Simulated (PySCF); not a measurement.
# [NH2]− (SMILES [NH2-]) at 6 levels

Wanted: a comparison of 6 runs (B3LYP/6-31G*, BHLYP/aug-cc-pVTZ, M06-L/aug-cc-pVTZ, SVWN5/aug-cc-pVTZ, wB97M-V/aug-cc-pVTZ, SCS-MP2/aug-cc-pVTZ) of [NH2]−. The job is set up through a Python script.

Program for the calculation: PySCF 2.14.0.

3 further runs of the same task are left out: 3 set aside as unsound or not needed.

### Step 1. Starting point

[NH2]− has 3 atoms, charge -1, and is taken as a singlet. SMILES: `[NH2-]`. One bond was lengthened or shortened from a relaxed shape.

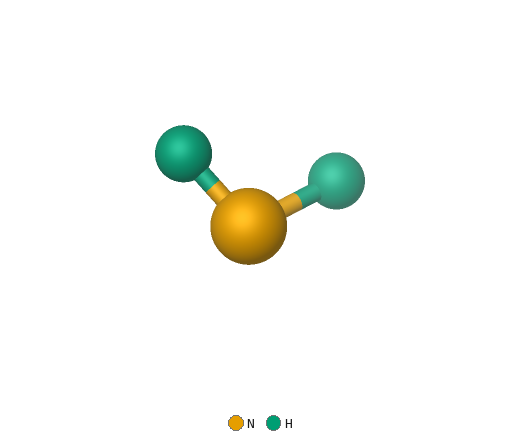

Viewed from a chosen angle; nitrogen amber, hydrogen teal.

### Step 2. A single-point energy at B3LYP/6-31G(d) (spherical functions) (run 1)

Contents of run.py:

```python
from pyscf import gto, dft

molecule = gto.M(
    atom='N 0.374704 -0.353627 0.170605; H 0.125500 0.801200 0.156000; H -0.435196 -0.748827 -0.322795',
    basis='6-31g*',
    max_memory=1860,
    spin=0,
    verbose=3,
    charge=-1,
)

mf = dft.RKS(molecule)
mf.xc = 'b3lyp'
mf.grids.level = 5
mf.conv_tol = 1e-10
mf.kernel()
if not mf.converged:
    mf = mf.newton().run(mf.mo_coeff, mf.mo_occ)

energy = mf.e_tot
print('Final energy', energy)
```

The run is started by

```console
OMP_NUM_THREADS=1 python run.py
```

Standard output:

```text
converged SCF energy = -55.8288612431176
Final energy -55.82886124311756
```

It took 1.3 s on 1 thread of Arm Neoverse V2, shared host; peak memory 0.17 GiB.

### Step 3. The energy at BHLYP/aug-cc-pVTZ (run 2)

Contents of run.py:

```python
from pyscf import gto, dft

mol = gto.M(
    atom='''
N        0.374704      -0.353627       0.170605
H        0.125500       0.801200       0.156000
H       -0.435196      -0.748827      -0.322795
''',
    charge=-1,
    max_memory=1860,
    basis='aug-cc-pvtz',
    spin=0,
    verbose=3,
)

ks = dft.RKS(mol, xc='bhandhlyp')
ks.grids.level = 5
ks.conv_tol = 1e-10
ks.kernel()
if not ks.converged:
    ks = ks.newton().run(ks.mo_coeff, ks.mo_occ)

e_final = ks.e_tot
print('Final energy', e_final)
```

The run is started by

```console
OMP_NUM_THREADS=1 python run.py
```

Standard output:

```text
converged SCF energy = -55.8694644793581
Final energy -55.86946447935807
```

It took 5.1 s on 1 thread of Arm Neoverse V2, shared host; peak memory 0.42 GiB.

Runs 3 to 4 aren't shown in full; the table further down has their settings and results.

### Step 4. A single-point energy at wB97M-V/aug-cc-pVTZ (run 5)

Contents of run.py:

```python
from pyscf import gto, dft

system = gto.M(
    atom='''
N      0.374704    -0.353627     0.170605
H      0.125500     0.801200     0.156000
H     -0.435196    -0.748827    -0.322795
''',
    basis='aug-cc-pvtz',
    spin=0,
    charge=-1,
    verbose=4,
    max_memory=1860,
)

mf = dft.RKS(system, xc='wb97m-v')
mf.grids.level = 5
mf.nlcgrids.level = 1
mf.conv_tol = 1e-10
mf.kernel()
if not mf.converged:
    mf = mf.newton().run(mf.mo_coeff, mf.mo_occ)

energy = mf.e_tot
print('E = %.10f Eh' % energy)
```

The run is started by

```console
OMP_NUM_THREADS=1 python run.py
```

Standard output:

```text
PySCF version 2.14.0

[INPUT] num. atoms = 3
[INPUT] num. electrons = 10
[INPUT] charge = -1
[INPUT] spin (= nelec alpha-beta = 2S) = 0
[INPUT] symmetry False subgroup None
[INPUT] Mole.unit = angstrom
[INPUT] Symbol           X                Y                Z      unit          X                Y                Z       unit  Magmom
[INPUT]  1 N      0.374704000000  -0.353627000000   0.170605000000 AA    0.708087937779  -0.668258180252   0.322396725481 Bohr   0.0
[INPUT]  2 H      0.125500000000   0.801200000000   0.156000000000 AA    0.237160628633   1.514048571002   0.294797275432 Bohr   0.0
[INPUT]  3 H     -0.435196000000  -0.748827000000  -0.322795000000 AA   -0.822401250506  -1.415077944680  -0.609994144379 Bohr   0.0

nuclear repulsion = 7.04892697869523
number of shells = 31
number of NR pGTOs = 108
number of NR cGTOs = 92
basis = aug-cc-pvtz
ecp = {}

******** <class 'pyscf.dft.rks.RKS'> ********
method = RKS
initial guess = minao
damping factor = 0
level_shift factor = 0
DIIS = <class 'pyscf.scf.diis.CDIIS'>
diis_start_cycle = 1
diis_space = 8
diis_damp = 0
SCF conv_tol = 1e-10
SCF conv_tol_grad = None
SCF max_cycles = 50
direct_scf = True
direct_scf_tol = 1e-13
XC library pyscf.dft.libxc version 7.0.0
    S. Lehtola, C. Steigemann, M. J.T. Oliveira, and M. A.L. Marques.,  SoftwareX 7, 1–5 (2018)
XC functionals = wb97m-v
radial grids:
    Treutler-Ahlrichs [JCP 102, 346 (1995); DOI:10.1063/1.469408] (M4) radial grids

becke partition: Becke, JCP 88, 2547 (1988); DOI:10.1063/1.454033
pruning grids: <function nwchem_prune>
grids dens level: 5
symmetrized grids: False
atomic radii adjust function: <function treutler_atomic_radii_adjust>
** Following is NLC and NLC Grids **
NLC functional = wb97m-v
radial grids:
    Treutler-Ahlrichs [JCP 102, 346 (1995); DOI:10.1063/1.469408] (M4) radial grids

becke partition: Becke, JCP 88, 2547 (1988); DOI:10.1063/1.454033
pruning grids: <function nwchem_prune>
grids dens level: 1
symmetrized grids: False
atomic radii adjust function: <function treutler_atomic_radii_adjust>
small_rho_cutoff = 0
Set gradient conv threshold to 1e-05
Initial guess from minao.
tot grids = 89200
tot grids = 10064
init E= -55.5383260972896
  HOMO = -0.24422631160807  LUMO = 0.00344308472927857  gap/eV = 6.73943
cycle= 1 E= -55.7613034989841  delta_E= -0.223  |g|= 0.638  |ddm|= 0.883
  HOMO = 0.148208983199548  LUMO = 0.153369331298093  gap/eV = 0.14042
cycle= 2 E= -55.6090791594123  delta_E= 0.152  |g|= 1.05  |ddm|= 1.19
  HOMO = -0.0189668380608481  LUMO = 0.14811916265218  gap/eV = 4.54664
cycle= 3 E= -55.8854059466195  delta_E= -0.276  |g|= 0.0348  |ddm|= 0.747
  HOMO = -0.0260775481931628  LUMO = 0.147760607132715  gap/eV = 4.73038
cycle= 4 E= -55.8857470040237  delta_E= -0.000341  |g|= 0.0173  |ddm|= 0.131
  HOMO = -0.0310834115994627  LUMO = 0.147449398282348  gap/eV = 4.85813
cycle= 5 E= -55.8858330496764  delta_E= -8.6e-05  |g|= 0.00459  |ddm|= 0.0377
  HOMO = -0.0317119306072478  LUMO = 0.147424762814338  gap/eV = 4.87456
cycle= 6 E= -55.885844479024  delta_E= -1.14e-05  |g|= 0.0011  |ddm|= 0.0101
  HOMO = -0.0318559523072608  LUMO = 0.147390217260273  gap/eV = 4.87754
cycle= 7 E= -55.8858466093156  delta_E= -2.13e-06  |g|= 0.000222  |ddm|= 0.00603
  HOMO = -0.031847066364314  LUMO = 0.147402479805722  gap/eV = 4.87763
cycle= 8 E= -55.8858467167294  delta_E= -1.07e-07  |g|= 6.9e-05  |ddm|= 0.00147
  HOMO = -0.0318418873835924  LUMO = 0.147403594955008  gap/eV = 4.87752
cycle= 9 E= -55.885846723798  delta_E= -7.07e-09  |g|= 1.7e-05  |ddm|= 0.000387
  HOMO = -0.0318402679366088  LUMO = 0.147402858365449  gap/eV = 4.87745
cycle= 10 E= -55.8858467242832  delta_E= -4.85e-10  |g|= 3.9e-06  |ddm|= 9.34e-05
  HOMO = -0.0318403500993796  LUMO = 0.147402941247908  gap/eV = 4.87746
cycle= 11 E= -55.8858467243067  delta_E= -2.35e-11  |g|= 7.17e-07  |ddm|= 1.93e-05
  HOMO = -0.031840291106235  LUMO = 0.147402942467792  gap/eV = 4.87746
Extra cycle  E= -55.8858467243076  delta_E= -8.38e-13  |g|= 3.32e-07  |ddm|= 4.49e-06
converged SCF energy = -55.8858467243076
E = -55.8858467243 Eh
```

Wall time 18 s (1 thread of Arm Neoverse V2, shared host); peak memory 0.47 GiB.

### Step 5. A single-point energy at SCS-MP2/aug-cc-pVTZ (run 6)

Contents of input.py:

```python
from pyscf import gto, mp

mol = gto.M(
    atom='''
N      0.374704    -0.353627     0.170605
H      0.125500     0.801200     0.156000
H     -0.435196    -0.748827    -0.322795
''',
    charge=-1,
    verbose=4,
    basis='aug-cc-pvtz',
    max_memory=1860,
)

mf = mol.RHF()
mf.conv_tol = 1e-10
mf.kernel()
if not mf.converged:
    mf = mf.newton().run(mf.mo_coeff, mf.mo_occ)

pt = mp.MP2(mf, frozen=1).run()
energy = mf.e_tot + 1.2 * pt.e_corr_os + pt.e_corr_ss / 3
print('E(%s) = %.9f' % ('SCS-MP2', energy))
```

The run is started by

```console
OMP_NUM_THREADS=1 python input.py
```

Standard output:

```text
PySCF version 2.14.0

[INPUT] num. atoms = 3
[INPUT] num. electrons = 10
[INPUT] charge = -1
[INPUT] spin (= nelec alpha-beta = 2S) = 0
[INPUT] symmetry False subgroup None
[INPUT] Mole.unit = angstrom
[INPUT] Symbol           X                Y                Z      unit          X                Y                Z       unit  Magmom
[INPUT]  1 N      0.374704000000  -0.353627000000   0.170605000000 AA    0.708087937779  -0.668258180252   0.322396725481 Bohr   0.0
[INPUT]  2 H      0.125500000000   0.801200000000   0.156000000000 AA    0.237160628633   1.514048571002   0.294797275432 Bohr   0.0
[INPUT]  3 H     -0.435196000000  -0.748827000000  -0.322795000000 AA   -0.822401250506  -1.415077944680  -0.609994144379 Bohr   0.0

nuclear repulsion = 7.04892697869523
number of shells = 31
number of NR pGTOs = 108
number of NR cGTOs = 92
basis = aug-cc-pvtz
ecp = {}

******** <class 'pyscf.scf.hf.RHF'> ********
method = RHF
initial guess = minao
damping factor = 0
level_shift factor = 0
DIIS = <class 'pyscf.scf.diis.CDIIS'>
diis_start_cycle = 1
diis_space = 8
diis_damp = 0
SCF conv_tol = 1e-10
SCF conv_tol_grad = None
SCF max_cycles = 50
direct_scf = True
direct_scf_tol = 1e-13
Set gradient conv threshold to 1e-05
[... 1 set-up line as earlier in the session ...]
init E= -55.1274972787351
  HOMO = -0.224165796976557  LUMO = 0.0237966726764842  gap/eV = 6.74740
cycle= 1 E= -55.4616436792595  delta_E= -0.334  |g|= 0.481  |ddm|= 0.901
  HOMO = 0.0679202744832459  LUMO = 0.165938722242435  gap/eV = 2.66722
cycle= 2 E= -55.4869212193705  delta_E= -0.0253  |g|= 0.449  |ddm|= 0.559
  HOMO = -0.0470525856441242  LUMO = 0.165797947552598  gap/eV = 5.79196
cycle= 3 E= -55.5325322556616  delta_E= -0.0456  |g|= 0.0225  |ddm|= 0.221
  HOMO = -0.0536128461674572  LUMO = 0.165856496417764  gap/eV = 5.97207
cycle= 4 E= -55.5327769795976  delta_E= -0.000245  |g|= 0.00916  |ddm|= 0.0362
  HOMO = -0.0560587106186805  LUMO = 0.165563238349302  gap/eV = 6.03064
cycle= 5 E= -55.5328272390668  delta_E= -5.03e-05  |g|= 0.00236  |ddm|= 0.0134
  HOMO = -0.05559753086923  LUMO = 0.16548629210247  gap/eV = 6.01600
cycle= 6 E= -55.5328348742378  delta_E= -7.64e-06  |g|= 0.000847  |ddm|= 0.00584
  HOMO = -0.0554209775206989  LUMO = 0.165465195952049  gap/eV = 6.01062
cycle= 7 E= -55.5328360762705  delta_E= -1.2e-06  |g|= 0.000258  |ddm|= 0.00266
  HOMO = -0.055361530837839  LUMO = 0.16546188633557  gap/eV = 6.00891
cycle= 8 E= -55.532836175647  delta_E= -9.94e-08  |g|= 7e-05  |ddm|= 0.000742
  HOMO = -0.0553475173016658  LUMO = 0.16546218820735  gap/eV = 6.00854
cycle= 9 E= -55.5328361835894  delta_E= -7.94e-09  |g|= 2.15e-05  |ddm|= 0.000211
  HOMO = -0.055344108741501  LUMO = 0.165461814863879  gap/eV = 6.00844
cycle= 10 E= -55.5328361842891  delta_E= -7e-10  |g|= 6.04e-06  |ddm|= 7.13e-05
  HOMO = -0.0553439966463412  LUMO = 0.165461755958188  gap/eV = 6.00843
cycle= 11 E= -55.5328361843313  delta_E= -4.21e-11  |g|= 1.72e-06  |ddm|= 2.21e-05
  HOMO = -0.0553433007277491  LUMO = 0.165461741144885  gap/eV = 6.00841
Extra cycle  E= -55.532836184333  delta_E= -1.69e-12  |g|= 1.19e-06  |ddm|= 3.57e-06
converged SCF energy = -55.532836184333

******** <class 'pyscf.mp.mp2.RMP2'> ********
nocc = 4, nmo = 91
frozen orbitals 1
E(RMP2) = -55.7968015622943  E_corr = -0.263965377961373
E(SCS-RMP2) = -55.7953447651076  E_corr = -0.262508580774659
E_corr(same-spin) = -0.0625960070526794
E_corr(oppo-spin) = -0.201369370908693
E(SCS-MP2) = -55.795344765
```

It took 1.4 s on 1 thread of Arm Neoverse V2, shared host; peak memory 0.2 GiB.

### Step 6. Overview of the runs

| run | level | nlc grid | integration grid | energy (Eh) | HOMO energy (eV) | LUMO energy (eV) | HOMO–LUMO gap (eV) | wall time |
| --- | --- | --- | --- | --- | --- | --- | --- | --- |
| 1 | B3LYP/6-31G* (spherical functions) | – | 5 | -55.828861 | 4.37 | 9.99 | 5.62 | 1.3 s |
| 2 | BHLYP/aug-cc-pVTZ | – | 5 | -55.869464 | 0.33 | 3.91 | 3.57 | 5.1 s |
| 3 | M06-L/aug-cc-pVTZ | – | 5 | -55.896785 | 2.52 | 3.72 | 1.20 | 13 s |
| 4 | SVWN5/aug-cc-pVTZ | – | 5 | -55.453196 | 2.37 | 3.32 | 0.95 | 3.6 s |
| 5 | wB97M-V/aug-cc-pVTZ | 1 | 5 | -55.885847 | -0.87 | 4.01 | 4.88 | 18 s |
| 6 | SCS-MP2/aug-cc-pVTZ | – | – | -55.795345 | -1.51 | 4.50 | 6.01 | 1.4 s |

### Step 7. Results

```
                                                    quantity         value
                                         run 6: total energy  -55.79534 Eh
                  run 6: HOMO energy (Hartree–Fock orbitals)      -1.51 eV
                  run 6: LUMO energy (Hartree–Fock orbitals)       4.50 eV
run 6: HOMO–LUMO gap (to an unbound level, set by the basis)       6.01 eV
           run 6: correlation energy (1 core orbital frozen)    -262.5 mEh
```

Over runs 1, 2, 3, 4, 5 the HOMO–LUMO gap runs from 0.95 eV (SVWN5/aug-cc-pVTZ) to 5.62 eV (B3LYP/6-31G*). The two ends differ in method and basis. The empty levels of an anion lie above zero and hang on the basis. Totals of different functionals can't be ranked against each other. In runs 1, 2, 3, 4 the HOMO lies above zero, so the outermost electron may be held by the basis alone. All runs together took 43 s, the longest 18 s.
